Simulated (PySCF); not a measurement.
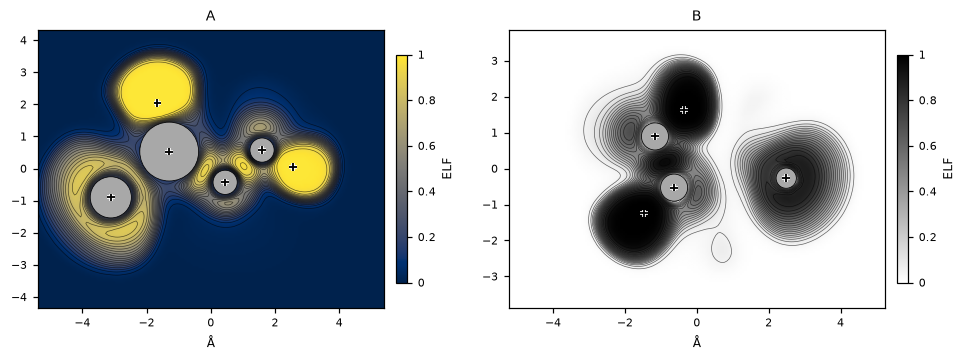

The electron localisation function of 2 systems, each on a plane through atoms (crosses mark nuclei in the plane; grey discs cover the cores).

Computed with PySCF, wB97X-D/def2-SVPD, SCF density, gas phase.

System 1: C₄H₁₀BrGa (SMILES C[C](C)(C)[GaH][Br]), the plane of atoms C2, C1 and H7. Geometry: PBE0-D3(BJ)/def2-SVP.

```yaml
atoms:
  - { symbol: C, position_ang: [-0.8603, 1.3318, 0.3171] }
  - { symbol: C, position_ang: [-0.0641, 0.0663, 0.0074] }
  - { symbol: C, position_ang: [0.1389, -0.0859, -1.5016] }
  - { symbol: C, position_ang: [-0.7778, -1.1688, 0.5595] }
  - { symbol: Ga, position_ang: [1.7346, 0.1705, 0.8488] }
  - { symbol: Br, position_ang: [3.0057, -1.7315, 0.5087] }
  - { symbol: H, position_ang: [-1.8589, 1.2821, -0.1554] }
  - { symbol: H, position_ang: [-1.0197, 1.4694, 1.3989] }
  - { symbol: H, position_ang: [-0.3655, 2.2396, -0.0646] }
  - { symbol: H, position_ang: [0.7319, -0.9809, -1.7476] }
  - { symbol: H, position_ang: [-0.8400, -0.1872, -2.0066] }
  - { symbol: H, position_ang: [0.6424, 0.7876, -1.9484] }
  - { symbol: H, position_ang: [-0.9613, -1.0973, 1.6443] }
  - { symbol: H, position_ang: [-0.2045, -2.0908, 0.3741] }
  - { symbol: H, position_ang: [-1.7635, -1.2858, 0.0715] }
  - { symbol: H, position_ang: [2.4495, 1.2887, 1.6807] }
```

System 2: C₃H₈O₃S (SMILES CCCS(=O)(=O)O), the plane of atoms C1, C2 and H11. Geometry: PBE0-D3(BJ)/def2-SVP.

```tsv
atom	x (Å)	y (Å)	z (Å)
C	-1.7857	0.5970	-0.0698
C	-0.9921	-0.6952	0.0446
C	0.4234	-0.6328	-0.5129
S	1.4667	0.4591	0.4417
O	1.1717	1.8353	0.1091
O	1.4930	-0.0051	1.8208
O	2.9266	0.1189	-0.1955
H	-1.8404	0.9417	-1.1143
H	-1.3306	1.4071	0.5171
H	-2.8137	0.4492	0.2913
H	-1.5080	-1.5064	-0.4949
H	-0.9315	-1.0163	1.0974
H	0.4657	-0.2558	-1.5459
H	0.9209	-1.6122	-0.4689
H	3.4218	-0.3596	0.4872
```

Which map belongs to which system?

Panel A is system 1, C₄H₁₀BrGa: the plane holds C, Ga, Br and H. C–C (1.53 Å): the ELF peaks at about 0.95 between the atoms (localised, covalent bonding). Panel B is system 2, C₃H₈O₃S: the plane holds C, O and H. C–C (1.52 Å): the ELF peaks at about 0.95 between the atoms; a covalent bond.
